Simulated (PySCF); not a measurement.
**Run report: CH7AsGe, excited-state calculation**

The run: excited-state calculation of CH7AsGe. Method and program: TDA BHandHLYP/def2-TZVP, vertical, gas phase, core orbitals frozen in the response (PySCF 2.14.0).

The geometry comes from this level: GFN2-xTB. It belongs to a series of runs on one base structure; here: BHandHLYP/def2-TZVP; 12 states, TDA; grid level 4.

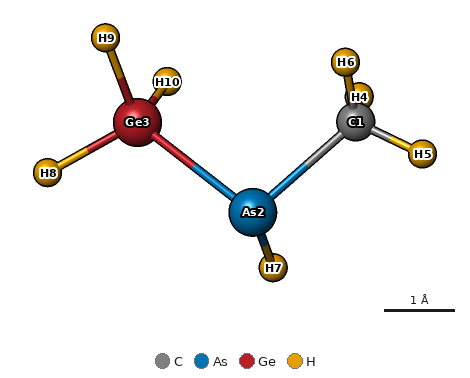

The structure (ball-and-stick view, seen at a tilt; atoms are numbered from 1 in the order of the input). Sticks mark near contacts.

## Key numbers

| quantity | value |
| --- | --- |
| outcome | converged |
| total energy | −4355.139193 hartree |
| HOMO | −8.13 eV |
| LUMO | 0.84 eV |
| dipole moment | 1.11 D |
| mean polarisability | 74.98 a.u. |
| lowest singlet excitation | 6.30 eV |
| hardware | 1 CPU thread, shared host |
| wall time | 50 s |
| peak memory | 0.85 GiB |

Settings chosen away from the usual ones: BHandHLYP/def2-TZVP; 12 states, TDA; grid level 4. Spin–orbit coupling is left out, which matters for the heavy atoms.

## Input file
```
{"job": {"kind": "uv", "xc": "BHandHLYP", "basis": "def2-TZVP", "nstates": 12, "ntriplets": 5, "tda": true, "grid": 4}, "charge": 0, "multiplicity": 1}
C     -1.573946     0.314418    -0.128424
As    -0.278539    -1.145650    -0.469403
Ge     1.595860    -0.012858     0.477408
H     -1.493345     0.711502     0.881426
H     -2.591015    -0.044710    -0.283635
H     -1.393114     1.123014    -0.836513
H     -0.542605    -1.857397     0.833568
H      2.820168    -0.858583     0.707892
H      2.110761     1.114018    -0.384439
H      1.354656     0.660900     1.808356
```

The first line tells a small driver script what to run in PySCF; the rest is the geometry in Å.

Launch command:
```bash
OMP_NUM_THREADS=1 python <driver script> task.json out
```

## Log
```
coarse grid: 37232 points
cycle   1  E = -4355.1076284613  dE = -1.329e+00  |g| = 5.741e-01  |ddm| = 2.442e+00
cycle   2  E = -4355.1155391348  dE = -7.911e-03  |g| = 5.401e-01  |ddm| = 4.568e-01
cycle   3  E = -4355.1390234612  dE = -2.348e-02  |g| = 2.902e-02  |ddm| = 2.304e-01
cycle   4  E = -4355.1391708569  dE = -1.474e-04  |g| = 1.466e-02  |ddm| = 3.381e-02
cycle   5  E = -4355.1392022265  dE = -3.137e-05  |g| = 2.202e-03  |ddm| = 1.068e-02
cycle   6  E = -4355.1392033908  dE = -1.164e-06  |g| = 5.991e-04  |ddm| = 2.940e-03
final grid: 198936 points
cycle   7  E = -4355.1391933436  dE = -9.556e-08  |g| = 5.383e-04  |ddm| = 1.590e-03
cycle   8  E = -4355.1391933531  dE = -9.525e-09  |g| = 5.226e-04  |ddm| = 8.162e-04
cycle   9  E = -4355.1391934164  dE = -6.326e-08  |g| = 2.850e-05  |ddm| = 3.554e-04
cycle  10  E = -4355.1391934167  dE = -2.910e-10  |g| = 1.183e-05  |ddm| = 4.939e-05
```

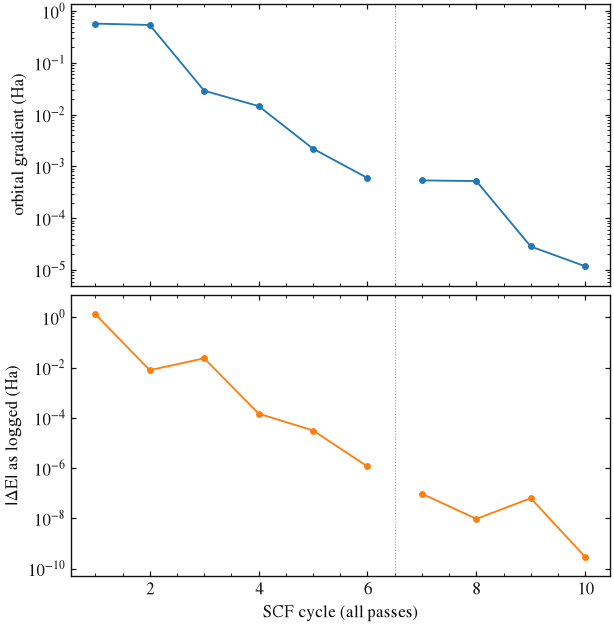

Convergence of the self-consistent field: orbital gradient and size of the energy change against the SCF cycle. The dotted line marks the change from a coarse to the final integration grid. The first 6 cycles use a coarse grid, the final grid takes over at cycle 7, and the field converges after 10 cycles in all.

```
converged SCF energy = -4355.1391934167

Static polarisability (au): isotropic 74.984, principal 62.847 71.162 90.942

Singlet excitations
state   eV       nm        f      main configurations
  1   6.3002    196.8   0.05671   H->L 0.70, H->L+1 0.24
  2   6.7926    182.5   0.27122   H->L+1 0.63, H->L 0.23
  3   7.0873    174.9   0.03148   H->L+2 0.96
  4   7.9099    156.7   0.00818   H->L+3 0.43, H-1->L+1 0.29, H->L+4 0.14
  5   7.9598    155.8   0.09873   H-1->L 0.54, H->L+3 0.30
  6   8.2366    150.5   0.09043   H->L+4 0.49, H-1->L 0.19, H->L+3 0.14
  7   8.2996    149.4   0.18832   H-1->L+1 0.44, H->L+4 0.13, H-2->L 0.09
  8   8.4908    146.0   0.02792   H-1->L+2 0.31, H-2->L 0.30, H->L+5 0.20
  9   8.6354    143.6   0.12627   H->L+5 0.61, H-1->L+2 0.13, H-2->L 0.10
 10   8.7374    141.9   0.28708   H-1->L+2 0.36, H-2->L 0.23, H-2->L+1 0.09
 11   9.0653    136.8   0.10775   H-2->L+1 0.60, H-4->L 0.12
 12   9.1132    136.0   0.07021   H-3->L 0.59

Triplet excitations (Tamm-Dancoff, eV): 5.2665 5.4680 6.4985 6.9522 7.1246
```

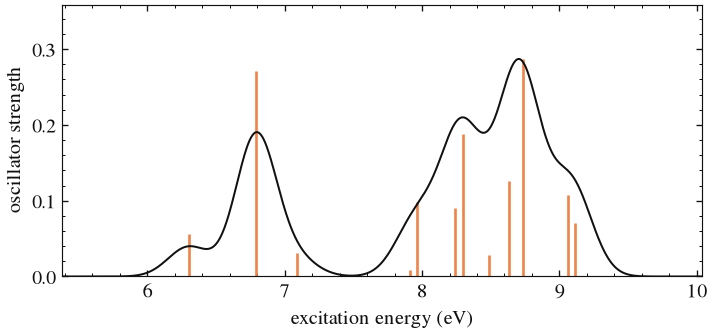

Computed excitations as sticks (degenerate states added up, dark ones marked on the axis), with a Gaussian envelope of 0.35 eV full width at half maximum, scaled to the tallest. Of the 12 states the lowest lies at 6.30 eV (f = 0.057); the strongest line is at 8.74 eV, or 142 nm (f = 0.287).

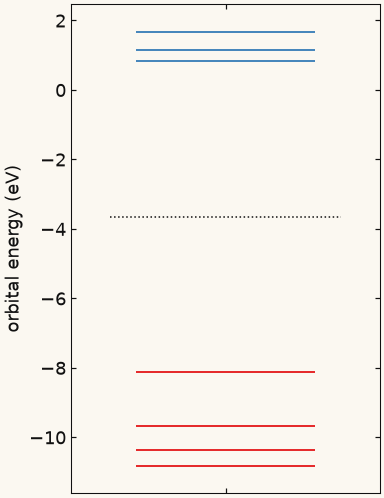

Orbital energies near the frontier; the dotted line parts filled from empty levels, and levels within 0.02 eV of each other stand side by side. Highest filled −8.13 eV, lowest empty 0.84 eV, 8.97 eV apart.
